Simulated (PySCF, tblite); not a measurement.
# C₆H₁₁ClO₂Si: geometry, infrared bands and NMR shifts

Aim: predict the infrared bands and NMR shifts of C₆H₁₁ClO₂Si (`Cl[Si@@H]1COC[C@H](C2CC2)O1`).

Computed with tblite 0.8.0 and PySCF 2.14.0, with density-fitted response routines of our own, on a single molecule in the gas phase. Atoms count from 0, in the outputs and in this text.

## 1. The starting structure

21 atoms, charge 0, multiplicity 1; geometry from: force field or distance geometry start.

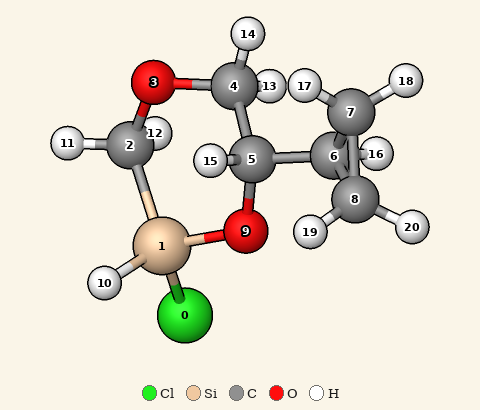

The starting geometry (chlorine green, silicon light orange, carbon grey, oxygen red, hydrogen white), atoms numbered; sticks join atoms by distance.

## 2. Relaxing the molecule with GFN2-xTB

What the job is given:

```
{"job": {"kind": "relax", "xc": "GFN2-xTB", "basis": "xTB"}, "charge": 0, "multiplicity": 1}
Cl     2.403200     1.001200    -2.998200
Si     1.949800     1.009800    -1.012900
C      2.759800    -0.469200    -0.129400
O      2.000300    -1.014200     0.967100
C      0.614900    -1.240300     0.633800
C     -0.135300     0.099600     0.337700
C     -1.608100    -0.147300     0.189900
C     -2.506000    -0.176000     1.405300
C     -2.588400     0.963700     0.434000
O      0.300300     0.743400    -0.868500
H      2.313900     2.309200    -0.399300
H      3.730400    -0.183700     0.255000
H      2.903400    -1.275400    -0.842500
H      0.572600    -1.916800    -0.237900
H      0.150000    -1.738900     1.480600
H      0.044800     0.795100     1.187400
H     -1.826100    -0.826100    -0.620900
H     -2.090000     0.008800     2.379900
H     -3.328200    -0.892500     1.413100
H     -2.209700     1.934200     0.755100
H     -3.460500     1.032100    -0.215700
```

On the command line:

```console
$ OMP_NUM_THREADS=1 python probes_run.py task.json out
```

The driver reads the jobs from task.json and runs them one after another.

The program printed:

```text
step      E/eV     max force
  0    -896.10304    1.567
  1    -896.19785    0.758
  2    -896.23713    0.436
  3    -896.25713    0.434
  4    -896.27699    0.319
  5    -896.28505    0.227
  6    -896.29319    0.190
  7    -896.29701    0.179
  8    -896.30085    0.151
  9    -896.30368    0.121
 10    -896.30638    0.115
 11    -896.30876    0.150
 12    -896.31089    0.148
 13    -896.31253    0.091
 14    -896.31374    0.079
 15    -896.31477    0.090
 16    -896.31577    0.075
 17    -896.31661    0.069
 18    -896.31726    0.067
 19    -896.31785    0.063
 20    -896.31848    0.069
 21    -896.31911    0.057
 22    -896.31967    0.051
 23    -896.32009    0.047
 24    -896.32041    0.042
 25    -896.32069    0.034
 26    -896.32093    0.032
 27    -896.32117    0.037
 28    -896.32138    0.037
 29    -896.32157    0.029
 30    -896.32176    0.028
 31    -896.32199    0.037
 32    -896.32231    0.054
 33    -896.32277    0.055
 34    -896.32334    0.054
 35    -896.32395    0.053
 36    -896.32456    0.064
 37    -896.32510    0.072
 38    -896.32550    0.048
 39    -896.32583    0.040
 40    -896.32615    0.043
 41    -896.32653    0.056
 42    -896.32695    0.055
 43    -896.32732    0.042
 44    -896.32761    0.043
 45    -896.32788    0.044
 46    -896.32816    0.052
 47    -896.32843    0.045
 48    -896.32865    0.032
 49    -896.32882    0.033
 50    -896.32895    0.028
 51    -896.32903    0.022
 52    -896.32908    0.014
 53    -896.32912    0.021
 54    -896.32918    0.025
 55    -896.32923    0.018
 56    -896.32927    0.017
 57    -896.32930    0.012
 58    -896.32932    0.012
 59    -896.32935    0.011
 60    -896.32938    0.013
 61    -896.32941    0.013
 62    -896.32944    0.014
 63    -896.32946    0.014
 64    -896.32950    0.016
 65    -896.32953    0.013
 66    -896.32955    0.010
 67    -896.32957    0.011
 68    -896.32959    0.011
 69    -896.32962    0.012
 70    -896.32964    0.011
 71    -896.32967    0.011
 72    -896.32969    0.009
```

It took 0.67 s on 1 thread of Intel Xeon 6975P-C, shared host; peak memory 0.18 GiB.

Step by step: (not every step is listed)

```csv
step,energy from step 0 (eV),largest force (eV/Å)
0,0.0000,1.5666
1,-0.0948,0.7579
2,-0.1341,0.4358
3,-0.1541,0.4342
4,-0.1739,0.3189
5,-0.1820,0.2268
6,-0.1902,0.1904
7,-0.1940,0.1791
8,-0.1978,0.1510
13,-0.2095,0.0913
18,-0.2142,0.0668
23,-0.2171,0.0465
28,-0.2183,0.0372
33,-0.2197,0.0548
38,-0.2225,0.0480
43,-0.2243,0.0420
48,-0.2256,0.0320
53,-0.2261,0.0215
58,-0.2263,0.0122
63,-0.2264,0.0136
67,-0.2265,0.0112
68,-0.2266,0.0111
69,-0.2266,0.0118
70,-0.2266,0.0114
71,-0.2266,0.0114
72,-0.2267,0.0094
```

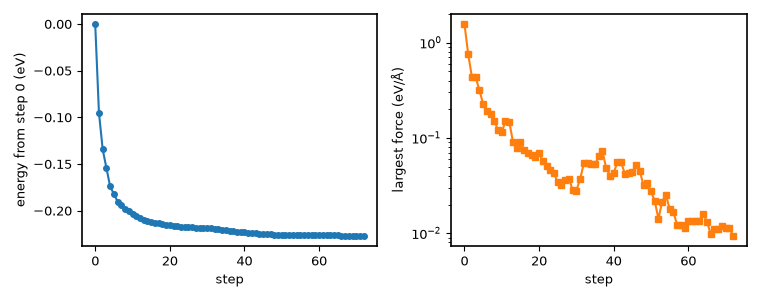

Energy and largest force along the relaxation.

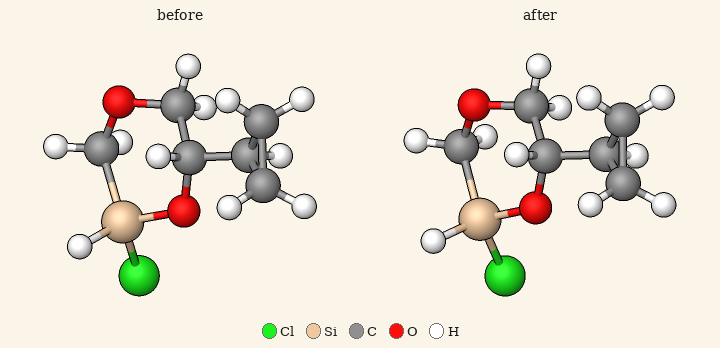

The geometry before (left) and after (right).

Close pairs (by a distance rule), those that changed most:

```csv
bond,before (Å),after (Å),change (Å)
Si1–O9,1.677,1.619,-0.058
O3–C4,1.443,1.402,-0.040
Cl0–Si1,2.036,1.997,-0.039
C4–C5,1.564,1.534,-0.030
Si1–H10,1.482,1.460,-0.023
C5–O9,1.435,1.416,-0.019
C5–H15,1.113,1.098,-0.015
C2–H12,1.086,1.100,+0.014
```

The next job starts from the end point, and lists it.

## 3. Harmonic vibrations with GFN2-xTB

What the job is given:

```
{"job": {"kind": "ir", "xc": "GFN2-xTB", "basis": "xTB"}, "charge": 0, "multiplicity": 1}
Cl     2.156165     1.060141    -2.991856
Si     1.973463     0.993657    -1.003928
C      2.774124    -0.543304    -0.199171
O      2.014628    -0.864107     0.967531
C      0.660491    -1.108982     0.697437
C     -0.135672     0.169355     0.407923
C     -1.593863    -0.132840     0.172425
C     -2.530379    -0.230201     1.339004
C     -2.620697     0.934969     0.404637
O      0.386106     0.810908    -0.741147
H      2.463497     2.217379    -0.377045
H      3.789510    -0.387723     0.162284
H      2.787878    -1.417500    -0.867243
H      0.558555    -1.788910    -0.161618
H      0.254870    -1.592345     1.588999
H     -0.021783     0.851974     1.259979
H     -1.754310    -0.803317    -0.662468
H     -2.127932    -0.061720     2.326171
H     -3.305949    -0.979549     1.309232
H     -2.278782     1.896660     0.754116
H     -3.458841     0.992396    -0.271719
```

The program printed:

```text
mode    cm-1     km/mol
  1      45.3      0.21
  2      61.7      0.41
  3      79.1      2.42
  4     127.1      1.98
  5     166.6      2.58
  6     216.2     14.22
  7     264.9     10.55
  8     280.5      6.06
  9     310.3      3.93
 10     384.2      3.75
 11     420.4      2.46
 12     458.0      0.20
 13     524.8     15.74
 14     556.1     21.16
 15     654.5    172.05
 16     687.4    258.47
 17     729.7     31.29
 18     793.0     15.32
 19     796.4     39.77
 20     821.2     87.23
 21     859.9     11.77
 22     902.4     11.64
 23     931.3     32.05
 24     982.8     73.70
 25     991.8      1.77
 26    1014.2     11.92
 27    1066.8     11.80
 28    1071.0      0.66
 29    1079.8      7.88
 30    1095.3     16.15
 31    1097.2      8.71
 32    1114.3    249.57
 33    1151.9      1.43
 34    1162.3     18.73
 35    1181.2     24.12
 36    1238.1      4.90
 37    1256.9      1.94
 38    1267.7     18.43
 39    1279.5      1.31
 40    1297.7      8.42
 41    1339.2      5.75
 42    1399.3      1.80
 43    1438.5      0.28
 44    1447.8      0.71
 45    1452.4      6.74
 46    1492.3      0.34
 47    2278.4    215.00
 48    2851.0     38.84
 49    2874.1     31.64
 50    2901.2     67.38
 51    2982.3     29.37
 52    3001.1     16.55
 53    3055.0     20.54
 54    3093.8     20.45
 55    3098.1      8.71
 56    3099.7     15.44
 57    3117.6     53.07
```

Run time: 1.2 s. Hardware: 1 thread of Intel Xeon 6975P-C, shared host; peak memory 0.18 GiB.

The strongest bands and the atoms that carry them (share of the mass-weighted mode):

```
cm⁻¹  km/mol                                   atoms
 654   172.1                                H10 76 %
 687   258.5                      H10 81 %, Si1 14 %
 821    87.2              O9 27 %, Si1 20 %, C5 14 %
 983    73.7     C4 17 %, H14 15 %, O3 13 %, O9 12 %
1114   249.6      C5 24 %, O9 21 %, C4 18 %, O3 14 %
2278   215.0                                H10 97 %
2901    67.4                                H15 88 %
3118    53.1  H20 31 %, H19 25 %, H18 19 %, H17 13 %
```

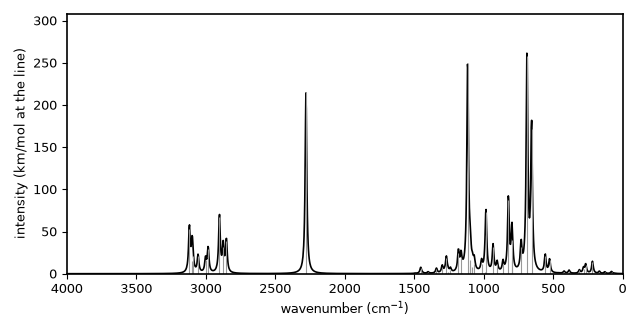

The infrared spectrum from these modes, unscaled. Lines are broadened to a width of 14 cm⁻¹ (Lorentzian).

## 4. Shielding tensors: PBE0/pcSseg-1

The job, as its differences from that of step 3:

```diff
@@ -1,2 +1,2 @@
-{"job": {"kind": "ir", "xc": "GFN2-xTB", "basis": "xTB"}, "charge": 0, "multiplicity": 1}
+{"job": {"kind": "nmr", "xc": "PBE0", "basis": "pcSseg-1"}, "charge": 0, "multiplicity": 1}
 Cl     2.156165     1.060141    -2.991856
```

Level: GIAO PBE0/pcSseg-1 NMR shielding, non-relativistic, gas phase.

The program printed:

```text
coarse grid: 18760 points
cycle   1  E = -1134.4372471783  dE =  1.651e+00  |g| = 8.496e-01  |ddm| = 4.182e+00
cycle   2  E = -1134.2624140850  dE =  1.748e-01  |g| = 1.301e+00  |ddm| = 1.936e+00
cycle   3  E = -1134.5714508461  dE = -3.090e-01  |g| = 1.221e-01  |ddm| = 1.321e+00
cycle   4  E = -1134.5740141983  dE = -2.563e-03  |g| = 4.951e-02  |ddm| = 1.424e-01
cycle   5  E = -1134.5745580182  dE = -5.438e-04  |g| = 1.037e-02  |ddm| = 5.206e-02
cycle   6  E = -1134.5745761837  dE = -1.817e-05  |g| = 4.861e-03  |ddm| = 1.256e-02
cycle   7  E = -1134.5745801825  dE = -3.999e-06  |g| = 9.452e-04  |ddm| = 4.289e-03
final grid: 172432 points
cycle   8  E = -1134.6557152567  dE = -4.598e-05  |g| = 1.513e-02  |ddm| = 3.939e-02
cycle   9  E = -1134.6556643729  dE =  5.088e-05  |g| = 2.263e-02  |ddm| = 2.687e-02
cycle  10  E = -1134.6557581833  dE = -9.381e-05  |g| = 1.761e-03  |ddm| = 1.708e-02
cycle  11  E = -1134.6557588225  dE = -6.392e-07  |g| = 2.958e-04  |ddm| = 1.845e-03
cycle  12  E = -1134.6557588409  dE = -1.842e-08  |g| = 6.081e-05  |ddm| = 3.396e-04
cycle  13  E = -1134.6557588415  dE = -6.080e-10  |g| = 2.878e-05  |ddm| = 7.944e-05
converged SCF energy = -1134.6557588415

GIAO shielding tensors (ppm)
atom      isotropic    diamagn.    paramagn.     s11        s22        s33       span
  0 Cl     922.345    1148.476    -226.131    807.375    947.544   1012.117    204.743
  1 Si     367.784     879.915    -512.131    335.125    380.317    387.910     52.785
  2 C      119.812     252.442    -132.630     93.502     98.125    167.809     74.306
  3 O      315.720     395.587     -79.867    267.822    304.516    374.823    107.001
  4 C      109.322     249.546    -140.224     85.170     97.801    144.993     59.823
  5 C      101.461     242.880    -141.419     81.878    104.726    117.779     35.901
  6 C      169.980     244.231     -74.250    136.486    156.996    216.459     79.973
  7 C      183.288     255.966     -72.679    156.420    179.560    213.882     57.462
  8 C      181.120     253.231     -72.110    149.417    177.335    216.610     67.193
  9 O      264.410     398.985    -134.575    224.121    254.257    314.851     90.730
 10 H       26.295      28.634      -2.338     22.650     23.854     32.382      9.732
 11 H       27.941      28.374      -0.433     23.951     26.863     33.009      9.058
 12 H       28.199      30.108      -1.910     23.332     28.349     32.914      9.582
 13 H       28.311      33.107      -4.797     24.150     29.310     31.472      7.322
 14 H       27.816      31.776      -3.959     22.293     29.537     31.619      9.327
 15 H       28.586      32.903      -4.317     24.582     29.495     31.681      7.099
 16 H       31.013      32.089      -1.075     24.451     29.891     38.698     14.247
 17 H       31.677      32.027      -0.351     25.849     29.186     39.995     14.146
 18 H       31.281      30.405       0.876     25.647     26.410     41.787     16.140
 19 H       31.325      31.329      -0.004     25.874     28.503     39.597     13.723
 20 H       31.103      30.081       1.022     25.519     26.240     41.550     16.032
```

Wall time 58 s (1 thread of Intel Xeon 6975P-C, shared host); peak memory 1.1 GiB.

The references, computed at this level on geometries of the same kind, shield at (ppm): 1H TMS 31.72, 13C TMS 186.9, 29Si TMS 349.2, 17O H2O 336.1, 35Cl HCl 950. Their shielding less the atom's gives the shift. The references are single molecules in the gas phase, so shifts against H2O, NH3, PH3, H3PO4 or CFCl3 are not on the usual liquid scales and can be off by tens of ppm.

```csv
atoms,environment,σ (ppm),δ (ppm),δ scaled to CDCl3
C5,sp3 CH bonded to O,101.5,85.5,81.5
C4,sp3 CH2 bonded to O,109.3,77.6,73.8
C2,sp3 CH2 bonded to O and Si,119.8,67.1,63.6
C6,three-membered-ring carbon,170.0,16.9,14.6
C8,three-membered-ring carbon,181.1,5.8,3.8
C7,three-membered-ring carbon,183.3,3.6,1.6
H10,"hydrogen on a silicon bonded to C, Cl, O, in a 6-membered ring",26.30,5.42,–
H14,hydrogen on an sp3 CH2 bonded to O,27.82,3.90,3.78
H11,hydrogen on an sp3 CH2 bonded to O and Si,27.94,3.78,3.67
H12,hydrogen on an sp3 CH2 bonded to O and Si,28.20,3.52,3.42
H13,hydrogen on an sp3 CH2 bonded to O,28.31,3.41,3.32
H15,hydrogen on an sp3 CH bonded to O,28.59,3.13,3.06
H16,hydrogen on a three-membered-ring carbon,31.01,0.70,0.77
H20,hydrogen on a three-membered-ring carbon,31.10,0.61,0.68
H18,hydrogen on a three-membered-ring carbon,31.28,0.44,0.52
H19,hydrogen on a three-membered-ring carbon,31.32,0.39,0.48
H17,hydrogen on a three-membered-ring carbon,31.68,0.04,0.14
Cl0,chlorine bonded to Si,922,27,–
Si1,"silicon bonded to C, Cl, O, H, in a 6-membered ring",367.8,-18.6,–
O9,"oxygen bonded to C, Si, in a 6-membered ring",264.4,71.7,–
O3,ether oxygen,315.7,20.4,–
```

The scaled column applies a straight-line fit of computed shieldings to shifts measured in CDCl3, with any fitted terms for Cl, Br or S neighbours (root-mean-square error 0.16 ppm for H, 1.9 ppm for C).

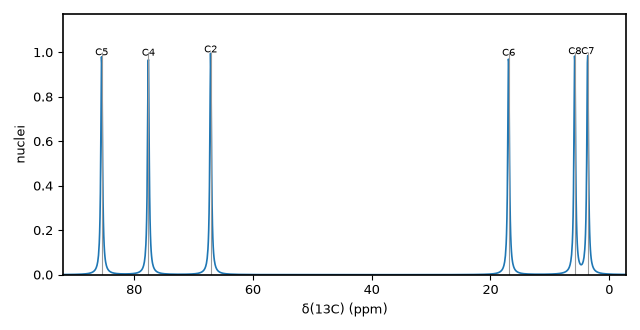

13C lines at the computed shifts, without couplings. Lines are broadened to a width of 0.33 ppm (Lorentzian).

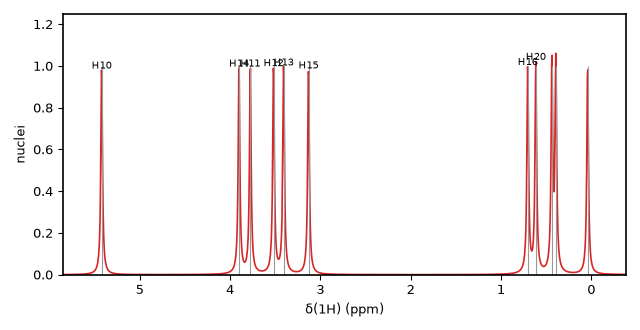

1H lines at the computed shifts, without couplings. Lines are broadened to a width of 0.02 ppm (Lorentzian).

Charges from the same density, by scheme (e):

| atoms | Mulliken | IAO | Hirshfeld | ESP fit |
| --- | --- | --- | --- | --- |
| Cl0 | -0.30 | -0.30 | -0.11 | -0.16 |
| Si1 | 0.95 | 1.14 | 0.40 | 0.44 |
| C2 | -0.25 | -0.37 | -0.10 | -0.20 |
| O3 | -0.51 | -0.39 | -0.15 | -0.27 |
| C4 | 0.13 | -0.07 | -0.01 | -0.23 |
| C5 | 0.10 | 0.08 | 0.05 | 0.07 |
| C6 | -0.26 | -0.14 | -0.04 | -0.18 |
| C7 | -0.19 | -0.30 | -0.09 | -0.35 |
| C8 | -0.17 | -0.29 | -0.09 | -0.28 |
| O9 | -0.62 | -0.66 | -0.23 | -0.35 |

Hirshfeld charges:

Cl0 -0.11; Si1 0.40; C2 -0.10; O3 -0.15; C4 -0.01; C5 0.05; C6 -0.04; C7 -0.09; C8 -0.09; O9 -0.23; H10 -0.08; H11 0.05; H12 0.03; H13 0.03; H14 0.05; H15 0.04; H16 0.05; H17 0.05; H18 0.05; H19 0.05; H20 0.05

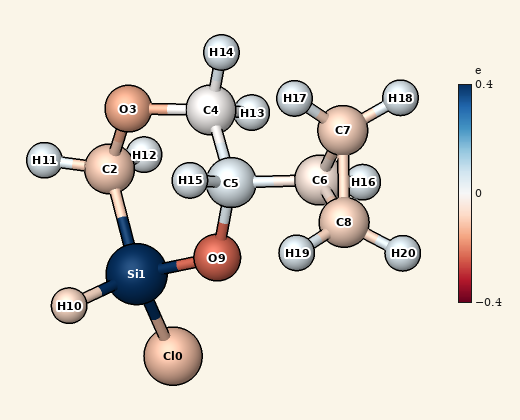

Hirshfeld charges, as colours on the atoms.

Mayer bond orders: Cl0–Si1 1.02, Si1–C2 0.89, C2–O3 0.89, O3–C4 0.92, C4–C5 1.01, C5–C6 1.00, C6–C7 0.93, C7–C8 0.98, C5–O9 0.83, O9–Si1 1.02, C8–C6 0.95.

Ring of atoms Si1, C2, O3, C4, C5, O9: NICS(0) -1.3, NICS(1) -1.1, NICS(1)zz 4.2 ppm (means of both faces).

Ring of atoms C6, C7, C8: NICS(0) -43.5, NICS(1) -8.7, NICS(1)zz -22.5 ppm (means of both faces).

In rings of three or four atoms NICS is ruled by the nearby σ bonds, so it says little on aromaticity.

The fields below are evaluated on a grid from the run's orbitals.

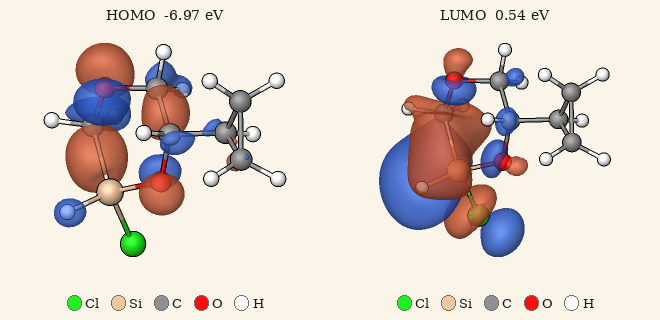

PBE0/pcSseg-1 orbitals near the gap, drawn at the value that encloses 70 % of each; the two colours are the two signs.

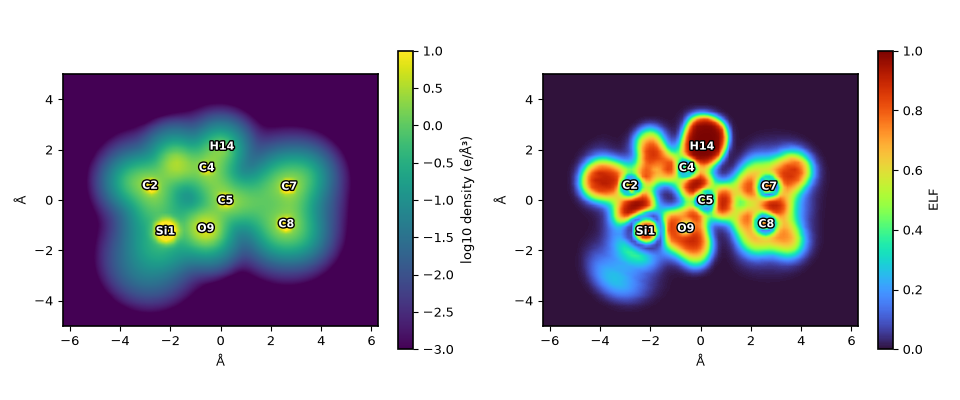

Density (left) and ELF (right) in a plane through or near 8 of the atoms.

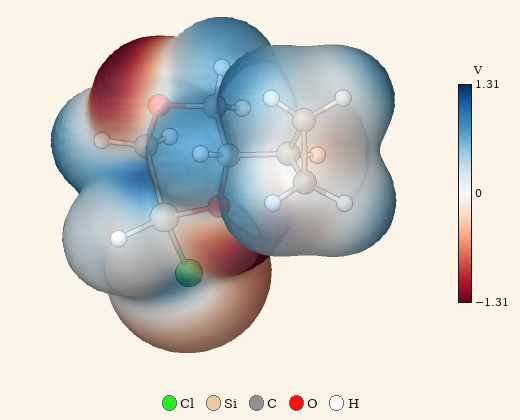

Electrostatic potential on the surface of density 0.002 e/bohr³; red is low, blue high. It runs from -1.31 V near O9 to 1.06 V near H11.

## 5. Results

```
                                 quantity                                                                 value
strongest single infrared mode (GFN2-xTB)                                                  687 cm⁻¹, 258 km/mol
             zero-point energy (GFN2-xTB)                                                        102.0 kcal/mol
   13C shifts against TMS (PBE0/pcSseg-1)                                  85.5, 77.6, 67.1, 16.9, 5.8, 3.6 ppm
    1H shifts against TMS (PBE0/pcSseg-1)  5.42, 3.90, 3.78, 3.52, 3.41, 3.13, 0.70, 0.61, 0.44, 0.39, 0.04 ppm
  35Cl shifts against HCl (PBE0/pcSseg-1)                                                                27 ppm
  29Si shifts against TMS (PBE0/pcSseg-1)                                                             -18.6 ppm
   17O shifts against H2O (PBE0/pcSseg-1)                                                        71.7, 20.4 ppm
    surface potential, least and greatest                                                    -1.31 V and 1.06 V
```

What this shows: Over 72 steps the energy fell by 0.227 eV; of the close pairs, Si1–O9 changed most, 1.677 to 1.619 Å. All 57 modes are real, so the xTB geometry is a minimum. The strongest single mode, at 687 cm⁻¹, moves mainly H10. GFN2-xTB is a fitted tight-binding method: band positions and strengths are rough. Its intensities can rank the bands wrongly. At PBE0/pcSseg-1: The largest span, 205 ppm, is at Cl0, where the paramagnetic term is -226 ppm.
